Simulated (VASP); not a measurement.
# MnSe: structure and properties in VASP, part 10 of 11

Wanted: the relaxed cell of MnSe and its properties. The start is a cell from a database of measured crystal structures.

VASP 6.6.1, plane waves and PAW; the level of theory is named at each step.

Still holding for the runs below: The magnetic order is the lowest of the few collinear ones that converged above; longer or canted patterns were not tried. The cell is doubled for it, so bands and modes from the zone boundary of the chemical cell fold onto Γ and the labels are those of the larger cell.

So far. Step 12 (Volume scan with optB86b-vdW + U (run 2)): The run ends at a pressure of 3.08 GPa.

The database entry behind the starting cell differs from later determinations by our own check (about 0.4 % short), so it need not match the best structure at ambient conditions.

**13. Volume scan with optB86b-vdW + U (run 3)**

Level of this step: optB86b-vdW, DFT+U (Mn d 5 eV), spin-polarised from an antiferromagnetic start; plane waves and PAW (Mn_pv, Se) (VASP).

INCAR reads:

```
SYSTEM = MnSe
PREC = Accurate
ENCUT = 400
EDIFF = 1E-06
NELM = 100
ISMEAR = 0
SIGMA = 0.05
LREAL = .FALSE.
ALGO = Normal
GGA = MK
AGGAC = 0
LUSE_VDW = .TRUE.
PARAM1 = 0.1234
PARAM2 = 1
LASPH = .TRUE.
NBANDS = 27
ISPIN = 2
MAGMOM = 4.562 -4.562 0 0
LDAU = .TRUE.
LDAUTYPE = 2
LDAUL = 2 -1
LDAUU = 5 0
LDAUJ = 0 0
LDAUPRINT = 1
LMAXMIX = 4
LORBIT = 11
LWAVE = .FALSE.
LCHARG = .FALSE.
KPAR = 4
ISIF = 2
```

POSCAR reads:

```
MnSe
1.0
    0.0000000000      2.7278612773      2.7278612773
    2.7278612773      0.0000000000      2.7278612773
    5.4508688625      5.4508688625      0.0048536919
Mn Se
2 2
Direct
    0.0000000000      0.0000000000      0.0000000000
    0.0000000000      0.0000000000      0.5000000000
    0.5000000000      0.5000000000      0.2500000000
    0.5000000000      0.5000000000      0.7500000000
```

KPOINTS reads:

```
Automatic mesh
0
Gamma
6 6 6
0 0 0
```

PAW data sets: Mn_pv and Se (PBE family, release 64).

On the command line:

```console
$ mpirun -np 4 vasp_std
```

Output:

```text
[... set-up lines as in an earlier step ...]
 entering main loop
       N       E                     dE             d eps       ncg     rms          rms(c)
DAV:   1     0.330809171735E+03    0.33081E+03   -0.18635E+04  3920   0.122E+03
DAV:   2     0.118410161420E+02   -0.31897E+03   -0.30893E+03  3534   0.359E+02
DAV:   3    -0.116592610948E+02   -0.23500E+02   -0.23053E+02  4047   0.994E+01
DAV:   4    -0.122730605664E+02   -0.61380E+00   -0.61223E+00  3966   0.159E+01
[...]
DAV:  15    -0.140473420394E+02   -0.11780E-05   -0.45244E-06  3920   0.121E-02    0.230E-03
DAV:  16    -0.140473434652E+02   -0.14259E-05   -0.34044E-07  1947   0.488E-03    0.191E-03
DAV:  17    -0.140473434932E+02   -0.27995E-07   -0.90485E-08  1905   0.179E-03
   1 F= -.14047343E+02 E0= -.14047343E+02  d E =-.959134E-14  mag=     0.0000
```

It took 86 s on 4 MPI ranks of AMD EPYC 7R43, shared host; peak memory 1.9 GiB; 5.6 min of CPU time.

OUTCAR, selected parts (step 13):

```text
  Total        0.7420336      0.7420336      0.7420336     -0.0330883      0.0330883      0.0330883
  in kB       14.6617995     14.6617995     14.6617995     -0.6537903      0.6537903      0.6537903
  external PRESSURE =      14.6617995 kB  Pullay stress =       0.0000000 kB

 POSITION                                       TOTAL-FORCE (eV/Angst)
 -----------------------------------------------------------------------------------
      0.00000      0.00000      0.00000        -0.000000     -0.000000      0.000000
      2.72543      2.72543      0.00243        -0.000000      0.000000      0.000000
      2.72665      2.72665      2.72907        -0.000000     -0.000000     -0.000000
      5.45208      5.45208      2.73150         0.000000      0.000000     -0.000000
 -----------------------------------------------------------------------------------
    total drift:                               -0.000000      0.000000      0.000000

  FREE ENERGIE OF THE ION-ELECTRON SYSTEM (eV)
  ---------------------------------------------------
  free  energy   TOTEN  =       -14.0473434932 eV

  energy  without entropy=      -14.0473434932  energy(sigma->0) =      -14.04734349

 magnetization (x)
# of ion       s       p       d       tot
------------------------------------------
    1        0.026   0.021   4.505   4.552
    2       -0.026  -0.021  -4.505  -4.552
    3        0.000   0.000   0.000   0.000
    4        0.000   0.000   0.000   0.000
--------------------------------------------------
tot          0.000   0.000   0.000   0.000

[... 1 part as in an earlier step ...]

[... 2 further parts left out ...]
[key lines of the parts left out:]
E-fermi :   5.0918
```

The pressure falls from 3.08 to 1.47 GPa.

The run ends at a pressure of 1.47 GPa.

**14. Volume scan with optB86b-vdW + U (run 4)**

INCAR is that of step 13.

POSCAR reads:

```
MnSe
1.0
    0.0000000000      2.7462933315      2.7462933315
    2.7462933315      0.0000000000      2.7462933315
    5.4877001748      5.4877001748      0.0048864881
Mn Se
2 2
Direct
    0.0000000000      0.0000000000      0.0000000000
    0.0000000000      0.0000000000      0.5000000000
    0.5000000000      0.5000000000      0.2500000000
    0.5000000000      0.5000000000      0.7500000000
```

KPOINTS is that of step 13.

On the command line:

```console
$ mpirun -np 4 vasp_std
```

Output:

```text
[... set-up lines as in an earlier step ...]
 entering main loop
       N       E                     dE             d eps       ncg     rms          rms(c)
DAV:   1     0.329431678982E+03    0.32943E+03   -0.18511E+04  3928   0.121E+03
DAV:   2     0.110696860639E+02   -0.31836E+03   -0.30813E+03  3510   0.359E+02
DAV:   3    -0.117216098711E+02   -0.22791E+02   -0.22410E+02  4087   0.987E+01
DAV:   4    -0.122879114921E+02   -0.56630E+00   -0.56497E+00  3980   0.154E+01
[...]
DAV:  15    -0.140598254944E+02   -0.14057E-05   -0.39826E-06  3927   0.114E-02    0.236E-03
DAV:  16    -0.140598270499E+02   -0.15555E-05   -0.31709E-07  1926   0.483E-03    0.188E-03
DAV:  17    -0.140598270906E+02   -0.40680E-07   -0.82861E-08  1920   0.177E-03
   1 F= -.14059827E+02 E0= -.14059827E+02  d E =-.168850E-10  mag=    -0.0000
```

The job ended after 87 s (4 MPI ranks; peak memory 2 GiB).

Parts of OUTCAR (step 14):

```text
  Total        0.0051227      0.0051227      0.0051227     -0.0313699      0.0313699      0.0313699
  in kB        0.0991943      0.0991943      0.0991943     -0.6074389      0.6074389      0.6074389
  external PRESSURE =       0.0991943 kB  Pullay stress =       0.0000000 kB

 POSITION                                       TOTAL-FORCE (eV/Angst)
 -----------------------------------------------------------------------------------
      0.00000      0.00000      0.00000        -0.000000     -0.000000     -0.000000
      2.74385      2.74385      0.00244        -0.000000      0.000000     -0.000000
      2.74507      2.74507      2.74751        -0.000000     -0.000000      0.000000
      5.48892      5.48892      2.74996         0.000000      0.000000     -0.000000
 -----------------------------------------------------------------------------------
    total drift:                                0.000000      0.000000      0.000000

  FREE ENERGIE OF THE ION-ELECTRON SYSTEM (eV)
  ---------------------------------------------------
  free  energy   TOTEN  =       -14.0598270906 eV

  energy  without entropy=      -14.0598270905  energy(sigma->0) =      -14.05982709

 magnetization (x)
# of ion       s       p       d       tot
------------------------------------------
    1        0.027   0.021   4.514   4.562
    2       -0.027  -0.021  -4.514  -4.562
    3        0.000   0.000   0.000   0.000
    4        0.000   0.000   0.000   0.000
--------------------------------------------------
tot         -0.000   0.000   0.000  -0.000

[... 2 parts as in an earlier step ...]

[... 1 further part left out ...]
[key lines of the parts left out:]
E-fermi :   4.8288
```

Spin moment in the PAW sphere by atom:

```
atom  spin moment in the PAW sphere (μB)
 Mn1                                4.56
 Mn2                               -4.56
 Se3                                0.00
 Se4                                0.00
```

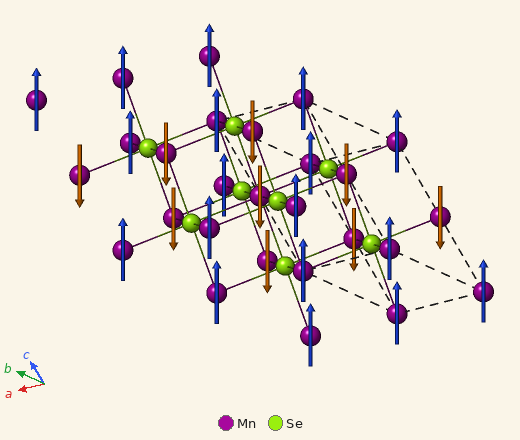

Spin moment in the PAW sphere as arrows, the longest 4.56 μB. Up and down stand for the sign. Arrows give size and sign along the axis of quantisation, drawn up and down the page. The two directions have two colours. Bonds to atoms that aren't drawn are left out. 2×2×1 cells are drawn. Some periodic images of atoms are drawn too.

The pressure falls from 1.47 to 0.01 GPa.

**15. Volume scan with optB86b-vdW + U (run 5)**

INCAR is that of step 14.

POSCAR reads:

```
MnSe
1.0
    0.0000000000      2.7644812346      2.7644812346
    2.7644812346      0.0000000000      2.7644812346
    5.5240436192      5.5240436192      0.0049188499
Mn Se
2 2
Direct
    0.0000000000      0.0000000000      0.0000000000
    0.0000000000      0.0000000000      0.5000000000
    0.5000000000      0.5000000000      0.2500000000
    0.5000000000      0.5000000000      0.7500000000
```

KPOINTS is that of step 14.

On the command line:

```console
$ mpirun -np 4 vasp_std
```

Output:

```text
[... set-up lines as in an earlier step ...]
 entering main loop
       N       E                     dE             d eps       ncg     rms          rms(c)
DAV:   1     0.326994617455E+03    0.32699E+03   -0.18455E+04  3936   0.120E+03
DAV:   2     0.104620005006E+02   -0.31653E+03   -0.30616E+03  3539   0.357E+02
DAV:   3    -0.117470561796E+02   -0.22209E+02   -0.21777E+02  4120   0.976E+01
DAV:   4    -0.122911727867E+02   -0.54412E+00   -0.54306E+00  3877   0.151E+01
[...]
DAV:  15    -0.140586289691E+02   -0.15179E-05   -0.35773E-06  3743   0.109E-02    0.246E-03
DAV:  16    -0.140586306952E+02   -0.17261E-05   -0.32407E-07  1935   0.513E-03    0.181E-03
DAV:  17    -0.140586307438E+02   -0.48582E-07   -0.81572E-08  1902   0.191E-03
   1 F= -.14058631E+02 E0= -.14058631E+02  d E =-.182090E-21  mag=    -0.0000
```

The job ended after 79 s (4 MPI ranks; peak memory 2 GiB; 5.2 min of CPU time).

Parts of OUTCAR (step 15):

```text
  Total       -0.6861506     -0.6861506     -0.6861506     -0.0308798      0.0308798      0.0308798
  in kB      -13.0259387    -13.0259387    -13.0259387     -0.5862254      0.5862254      0.5862254
  external PRESSURE =     -13.0259387 kB  Pullay stress =       0.0000000 kB

 POSITION                                       TOTAL-FORCE (eV/Angst)
 -----------------------------------------------------------------------------------
      0.00000      0.00000      0.00000        -0.000000     -0.000000     -0.000000
      2.76202      2.76202      0.00246         0.000000      0.000000     -0.000000
      2.76325      2.76325      2.76571        -0.000000     -0.000000      0.000000
      5.52527      5.52527      2.76817        -0.000000     -0.000000      0.000000
 -----------------------------------------------------------------------------------
    total drift:                                0.000000      0.000000      0.000000

  FREE ENERGIE OF THE ION-ELECTRON SYSTEM (eV)
  ---------------------------------------------------
  free  energy   TOTEN  =       -14.0586307438 eV

  energy  without entropy=      -14.0586307438  energy(sigma->0) =      -14.05863074

 magnetization (x)
# of ion       s       p       d       tot
------------------------------------------
    1        0.028   0.021   4.523   4.571
    2       -0.028  -0.021  -4.523  -4.571
    3        0.000   0.000   0.000   0.000
    4        0.000   0.000   0.000   0.000
--------------------------------------------------
tot          0.000   0.000   0.000   0.000

[... 1 part as in an earlier step ...]

[... 2 further parts left out ...]
[key lines of the parts left out:]
E-fermi :   4.7369
```

The pressure falls from 0.01 to -1.30 GPa.

The run ends at a pressure of -1.30 GPa.

**16. Volume scan with optB86b-vdW + U (run 6)**

INCAR is that of step 15.

POSCAR reads:

```
MnSe
1.0
    0.0000000000      2.7824329145      2.7824329145
    2.7824329145      0.0000000000      2.7824329145
    5.5599150374      5.5599150374      0.0049507914
Mn Se
2 2
Direct
    0.0000000000      0.0000000000      0.0000000000
    0.0000000000      0.0000000000      0.5000000000
    0.5000000000      0.5000000000      0.2500000000
    0.5000000000      0.5000000000      0.7500000000
```

KPOINTS is that of step 15.

On the command line:

```console
$ mpirun -np 4 vasp_std
```

Output:

```text
[... set-up lines as in an earlier step ...]
 entering main loop
       N       E                     dE             d eps       ncg     rms          rms(c)
DAV:   1     0.325683080359E+03    0.32568E+03   -0.18606E+04  3960   0.120E+03
DAV:   2     0.107524321904E+02   -0.31493E+03   -0.30476E+03  3557   0.352E+02
DAV:   3    -0.117210432366E+02   -0.22473E+02   -0.22129E+02  4080   0.973E+01
DAV:   4    -0.122827252479E+02   -0.56168E+00   -0.56040E+00  3972   0.153E+01
[...]
DAV:  15    -0.140439114233E+02   -0.16157E-05   -0.31349E-06  3505   0.103E-02    0.255E-03
DAV:  16    -0.140439133253E+02   -0.19020E-05   -0.33665E-07  1944   0.535E-03    0.175E-03
DAV:  17    -0.140439133808E+02   -0.55513E-07   -0.77649E-08  1902   0.207E-03
   1 F= -.14043913E+02 E0= -.14043913E+02  d E =-.401826E-15  mag=    -0.0000
```

Run time: 82 s. Hardware: 4 MPI ranks; peak memory 2 GiB.

OUTCAR, selected parts (step 16):

```text
  Total       -1.3351406     -1.3351406     -1.3351406     -0.0301717      0.0301717      0.0301717
  in kB      -24.8589875    -24.8589875    -24.8589875     -0.5617664      0.5617664      0.5617664
  external PRESSURE =     -24.8589875 kB  Pullay stress =       0.0000000 kB

 POSITION                                       TOTAL-FORCE (eV/Angst)
 -----------------------------------------------------------------------------------
      0.00000      0.00000      0.00000         0.000000      0.000000      0.000000
      2.77996      2.77996      0.00248        -0.000000     -0.000000      0.000000
      2.78120      2.78120      2.78367         0.000000      0.000000      0.000000
      5.56115      5.56115      2.78615        -0.000000     -0.000000     -0.000000
 -----------------------------------------------------------------------------------
    total drift:                                0.000000      0.000000      0.000000

  FREE ENERGIE OF THE ION-ELECTRON SYSTEM (eV)
  ---------------------------------------------------
  free  energy   TOTEN  =       -14.0439133808 eV

  energy  without entropy=      -14.0439133808  energy(sigma->0) =      -14.04391338

 magnetization (x)
# of ion       s       p       d       tot
------------------------------------------
    1        0.028   0.020   4.532   4.580
    2       -0.028  -0.020  -4.532  -4.580
    3        0.000   0.000   0.000   0.000
    4        0.000   0.000   0.000   0.000
--------------------------------------------------
tot          0.000   0.000   0.000   0.000

[... 1 part as in an earlier step ...]

[... 2 further parts left out ...]
[key lines of the parts left out:]
E-fermi :   4.4717
```

The pressure falls from -1.30 to -2.49 GPa.

The run ends at a pressure of -2.49 GPa.

**17. Volume scan with optB86b-vdW + U (run 7)**

A prediction first. A parabola through the 6 pressures of evenly scaled cells so far, P = 0.01 -69.3 t +149 t² GPa with t = ln(V/V₁) and V₁ the volume at scale 1, gives -3.53 GPa at t = +0.0583.

INCAR is that of step 16.

POSCAR reads:

```
MnSe
1.0
    0.0000000000      2.8001558949      2.8001558949
    2.8001558949      0.0000000000      2.8001558949
    5.5953294638      5.5953294638      0.0049823259
Mn Se
2 2
Direct
    0.0000000000      0.0000000000      0.0000000000
    0.0000000000      0.0000000000      0.5000000000
    0.5000000000      0.5000000000      0.2500000000
    0.5000000000      0.5000000000      0.7500000000
```

KPOINTS is that of step 16.

On the command line:

```console
$ mpirun -np 4 vasp_std
```

Output:

```text
[... set-up lines as in an earlier step ...]
 entering main loop
       N       E                     dE             d eps       ncg     rms          rms(c)
DAV:   1     0.323611232185E+03    0.32361E+03   -0.18545E+04  3984   0.119E+03
DAV:   2     0.110324299110E+02   -0.31258E+03   -0.30280E+03  3545   0.352E+02
DAV:   3    -0.116773064526E+02   -0.22710E+02   -0.22369E+02  4097   0.972E+01
DAV:   4    -0.122644210604E+02   -0.58711E+00   -0.58566E+00  3936   0.153E+01
[...]
DAV:  15    -0.140175554401E+02   -0.16896E-05   -0.28609E-06  3600   0.993E-03    0.264E-03
DAV:  16    -0.140175575155E+02   -0.20754E-05   -0.35364E-07  1943   0.555E-03    0.166E-03
DAV:  17    -0.140175575811E+02   -0.65641E-07   -0.74206E-08  1884   0.218E-03
   1 F= -.14017558E+02 E0= -.14017558E+02  d E =-.291189E-12  mag=     0.0000
```

Wall time 88 s (4 MPI ranks); peak memory 2 GiB.

OUTCAR, selected parts (step 17):

```text
  Total       -1.9443540     -1.9443540     -1.9443540     -0.0287909      0.0287909      0.0287909
  in kB      -35.5188779    -35.5188779    -35.5188779     -0.5259434      0.5259434      0.5259434
  external PRESSURE =     -35.5188779 kB  Pullay stress =       0.0000000 kB

 POSITION                                       TOTAL-FORCE (eV/Angst)
 -----------------------------------------------------------------------------------
      0.00000      0.00000      0.00000        -0.000000      0.000000     -0.000000
      2.79766      2.79766      0.00249         0.000000      0.000000     -0.000000
      2.79891      2.79891      2.80140        -0.000000     -0.000000      0.000000
      5.59658      5.59658      2.80389         0.000000     -0.000000      0.000000
 -----------------------------------------------------------------------------------
    total drift:                                0.000000      0.000000      0.000000

  FREE ENERGIE OF THE ION-ELECTRON SYSTEM (eV)
  ---------------------------------------------------
  free  energy   TOTEN  =       -14.0175575811 eV

  energy  without entropy=      -14.0175575811  energy(sigma->0) =      -14.01755758

 magnetization (x)
# of ion       s       p       d       tot
------------------------------------------
    1        0.029   0.020   4.539   4.589
    2       -0.029  -0.020  -4.539  -4.589
    3        0.000   0.000   0.000   0.000
    4        0.000   0.000   0.000   0.000
--------------------------------------------------
tot          0.000   0.000   0.000   0.000

[... 1 part as in an earlier step ...]

[... 2 further parts left out ...]
[key lines of the parts left out:]
E-fermi :   4.2439
```

The pressure falls from -2.49 to -3.55 GPa. The parabola predicted -3.53 GPa, +0.03 GPa off.

**18. The series together**

Times are for 4 MPI ranks of AMD EPYC 7R43, shared host. The runs compared:

```csv
no.,volume scale,energy above the lowest point (meV/atom),pressure (GPa),gap on the k-mesh (eV),time,memory (GiB)
1,0.94,21.89,4.869,1.580,76 s,1.9
2,0.96,10.3,3.079,1.564,82 s,1.9
3,0.98,3.12,1.466,1.546,86 s,1.9
4,1,0,0.009919,1.527,87 s,2.0
5,1.02,0.3,-1.303,1.508,79 s,2.0
6,1.04,3.98,-2.486,1.488,82 s,2.0
7,1.06,10.57,-3.552,1.467,88 s,2
```

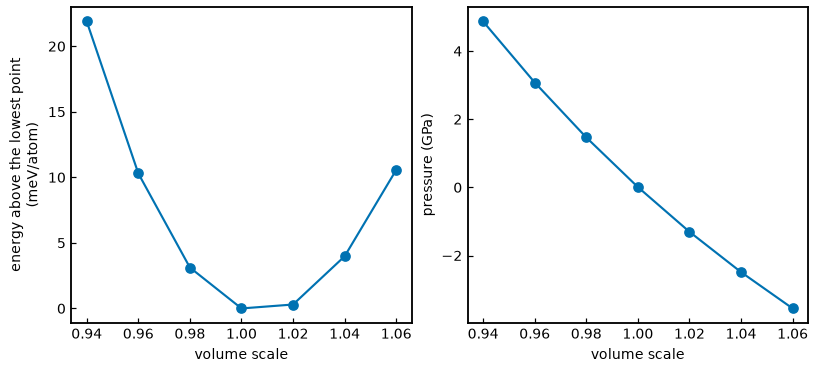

The series as plots.

**19. Fit for optB86b-vdW + U**

This step: Birch-Murnaghan fit, optB86b-vdW, DFT+U (Mn d 5 eV); plane waves and PAW (VASP 6.6.1).

This step runs nothing: it gathers the runs above.

Numbers from this step:

- pressure derivative of the bulk modulus: 4.069
- r.m.s. error of the fit: 2.77e-5 eV/atom
- minimum inside the sampled range: yes
- bulk modulus: 67.40 GPa
- equilibrium volume of the fit: 20.84 Å³/atom

Table of energy above the fitted minimum by volume:

```csv
volume (Å³/atom),energy above the fitted minimum (eV/atom)
19.444,0.0222
19.858,0.0106
20.271,0.00343
20.685,3.1e-4
21.099,6.1e-4
21.513,0.00429
21.926,0.0109
```

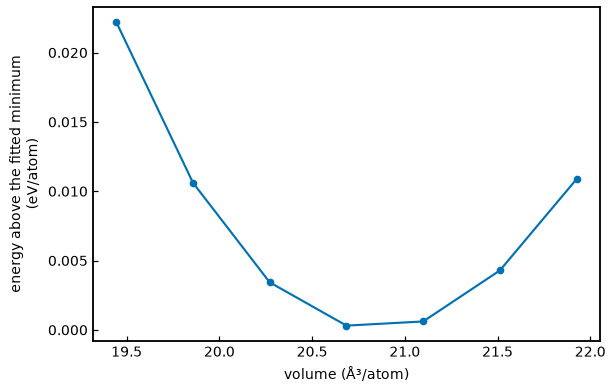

Energy above the fitted minimum, plotted against volume.

The fitted volume lies +0.76 % from the relaxed one. At a finite cutoff and mesh the minimum of the energy and the zero of the stress don't quite coincide, and the relaxation stops at a threshold.

(Part 10 of 11 ends here.)

[Lines on the potential files, build, host, timing and source positions are cut from VASP's logs without a mark.]

[Logs are printed without paths, hosts, clocks, repeated set-up lines and the standing remarks that a program may print on its own settings, such as how far it seeks lower states.]

[Hosts, paths, dates, database ids (printed as entryN), source tags and the programs' standing remarks are cut or masked in the printed files.]

[A measured line is paired with the nearest computed mode of its activity, which favours agreement.]
